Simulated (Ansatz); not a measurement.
**SiN2H5OF (SMILES N[Si](N)(O)F): B3LYP/6-31G(d) (Cartesian functions)**

Aim: the energy change on altering one bond length of SiN2H5OF at B3LYP/6-31G* (Cartesian functions), from 2 runs. 

The results are computed with Ansatz 0.2.0.

122 further runs of the same task are left out: 122 set aside as unsound or not needed. Runs told in other sessions of the task aren't counted.

## (1) The system as given

SiN2H5OF has 10 atoms, charge 0, and is taken as a singlet. SMILES: `N[Si](N)(O)F`. The shape is that of a PBE0-D4/def2-TZVP optimisation. This is one conformer, not always the lowest.

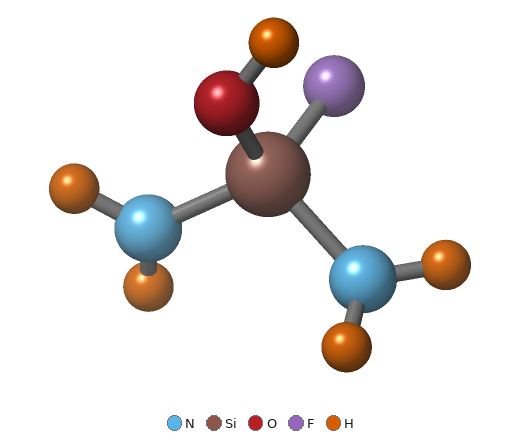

The structure, seen from a chosen angle (nitrogen blue, silicon brown, oxygen red, fluorine purple, hydrogen orange).

## (2) A single-point energy at B3LYP/6-31G(d) (Cartesian functions)

Contents of run.yaml:

```yaml
crystal:
  periodic: [false, false, false]
  atoms:
    - {symbol: "N", position_ang: [-0.415800, 1.495400, -0.024800]}
    - {symbol: Si, position_ang: [0.063400, -0.096400, -0.298300]}
    - {symbol: N, position_ang: [-0.488700, -1.065100, 0.977800]}
    - {symbol: O, position_ang: [1.671000, 0.022600, -0.585100]}
    - {symbol: F, position_ang: [-0.553900, -0.827100, -1.586600]}
    - {symbol: H, position_ang: [-1.328300, 1.723100, 0.327300]}
    - {symbol: H, position_ang: [0.046600, 2.272000, -0.464100]}
    - {symbol: H, position_ang: [-0.741200, -2.027100, 0.831100]}
    - {symbol: H, position_ang: [-0.238900, -0.873700, 1.932500]}
    - {symbol: H, position_ang: [2.068800, -0.674900, -1.106900]}
basis:
  gaussian: {orbitals: "6-31G*"}
hamiltonian: {xc: {name: B3LYP}}
accuracy: high
output: {orbitals: {seedname: orbitals}}
```

Launch:

```sh
ansatz run run.yaml --threads 1 --pin off --max-ram 3480MiB --events-out events.jsonl --progress --plain --runs-dir runs
```

Log:

```text
Warning: RAYON_NUM_THREADS=1 ignored (pool sized by the plan → 1); use --threads N
Functional definition: B3LYP
  name "B3LYP"
  parameter a0 = 0.2
  parameter ax = 0.72
  parameter ac = 0.81
  exchange = (1 - a0 - ax)*slater_x + ax*b88_x + a0*exact_x
  correlation = (1 - ac)*vwn_rpa_c + ac*lyp_c
1990 factors; integrals over basis functions are off by at most 3.5e-9 eV
mean field evaluation 1: about -15692.9438 eV, gradient 9.0e1 eV
mean field evaluation 2: about -15680.0371 eV, gradient 1.2e2 eV
mean field evaluation 4: about -15707.2584 eV, gradient 5.2e0 eV
mean field evaluation 8: about -15707.4550 eV, gradient 2.3e-1 eV
mean field evaluation 16: about -15707.4551 eV, gradient 2.8e-5 eV
mean field -15707.45512849 eV, -577.2383290764 hartree, gradient 8.8e-8 eV, S^2 0.000000; 0 other end points of the search recorded, 0 dependent functions left out
reference -15707.45516762 eV, -577.2383305145 hartree; 25, 25 occupied and 64, 64 virtual orbitals, 1990 factors
Total energy: -15707.45516762 eV, -577.2383305145 hartree
```

Run time: 9.3 s. Hardware: 1 thread of Arm Neoverse V2, shared host; peak memory 0.31 GiB.

## (3) The distorted shape at the same level

Contents of in.yaml:

```yaml
crystal:
  periodic: [false, false, false]
  atoms:
    - symbol: N
      position_ang: [-0.893180, 2.332434, 0.601386]
    - symbol: Si
      position_ang: [-0.413980, 0.740634, 0.327886]
    - symbol: N
      position_ang: [-0.966080, -0.228066, 1.603986]
    - symbol: O
      position_ang: [1.193620, 0.859634, 0.041086]
    - symbol: F
      position_ang: [-1.031280, 0.009934, -0.960414]
    - symbol: H
      position_ang: [-1.805680, 2.560134, 0.953486]
    - symbol: H
      position_ang: [-0.430780, 3.109034, 0.162086]
    - symbol: H
      position_ang: [-1.218580, -1.190066, 1.457286]
    - symbol: H
      position_ang: [-0.716280, -0.036666, 2.558686]
    - symbol: H
      position_ang: [2.068800, -0.674900, -1.106900]
basis:
  gaussian: {orbitals: "6-31G*"}
total_charge: 0
hamiltonian: {xc: {name: B3LYP}}
accuracy: high
output: {orbitals: {seedname: orbitals}}
```

Launch:

```sh
ansatz run in.yaml --threads 1 --pin off --max-ram 3480MiB --events-out events.jsonl --progress --plain --runs-dir runs
```

Log (excerpt; [...] marks lines left out):

```text
Warning: RAYON_NUM_THREADS=1 ignored (pool sized by the plan → 1); use --threads N
[... 7 set-up lines as earlier in the session ...]
1996 factors; integrals over basis functions are off by at most 3.6e-9 eV
mean field evaluation 1: about -15681.2954 eV, gradient 9.8e1 eV
mean field evaluation 2: about -15632.6507 eV, gradient 1.7e2 eV
mean field evaluation 4: about -15699.9140 eV, gradient 3.1e1 eV
mean field evaluation 8: about -15702.0740 eV, gradient 1.4e0 eV
mean field evaluation 16: about -15702.2247 eV, gradient 3.8e-3 eV
mean field -15702.22472217 eV, -577.0461151895 hartree, gradient 7.2e-8 eV, S^2 0.000000; 0 other end points of the search recorded, 0 dependent functions left out
reference -15702.22476371 eV, -577.0461167161 hartree; 25, 25 occupied and 64, 64 virtual orbitals, 1996 factors
Total energy: -15702.22476371 eV, -577.0461167161 hartree
```

It took 11 s on 1 thread of Arm Neoverse V2, shared host; peak memory 0.31 GiB.

## (4) What came out

Level: B3LYP/6-31G* (Cartesian functions).

```
                                                          quantity          value
                                         first shape: total energy  -577.23833 Eh
                                          first shape: HOMO energy       -6.97 eV
                                          first shape: LUMO energy        1.38 eV
                                        first shape: HOMO–LUMO gap        8.35 eV
                                     distorted shape: total energy  -577.04612 Eh
                                      distorted shape: HOMO energy       -6.87 eV
                                      distorted shape: LUMO energy       -5.00 eV
                                    distorted shape: HOMO–LUMO gap        1.87 eV
energy change with the O4–H10 bond stretched from 0.958 to 2.107 Å       5.230 eV
```

In words: One bond (distorted shape) is far stretched, which a spin-restricted single reference describes badly; a broken-symmetry solution may lie lower. With the O4–H10 bond stretched from 0.958 to 2.107 Å the energy rises by 5.23 eV (121 kcal/mol). The first shape isn't relaxed at this level, so the change isn't measured from a minimum. A restricted reference can't describe the breaking bond well at this length.
